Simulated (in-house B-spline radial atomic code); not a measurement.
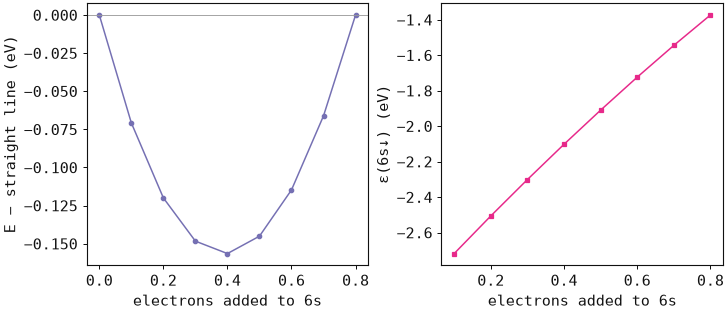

The calculation used an in-house B-spline radial code at this level: scalar-relativistic (spin-free one-electron X2C) CAM-B3LYP, spin-polarised, spherical fractional occupations, Fermi nucleus, basis-set limit. The occupation of the 6s shell is varied from Pt ([Xe] 4f14 5d9 6s1 (high spin)) to Pt with charge -0.8 ([Xe] 4f14 5d9 6s1.8 (5d: 5 up, 4 down, 6s: 1 up, 0.8 down)), with spherical fractional occupations. The plot shows the total energy less the straight line between the end points, and the eigenvalue of 6s↓.

What does the shape say about the method?

The curve is convex (below the straight line), with the largest deviation among the points computed, −0.16 eV, at 0.4. The eigenvalue, which is the slope of the energy (Janak's theorem), moves from −2.72 eV at 0.1 to −1.37 eV at 0.8. Convexity is the delocalisation error: fractional charges are too low in energy. One end point is itself fractional, so the deviation from the line between whole numbers would be larger. Exact exchange at spherical fractional occupations leaves self-interaction in partly filled shells, which adds to the curvature.
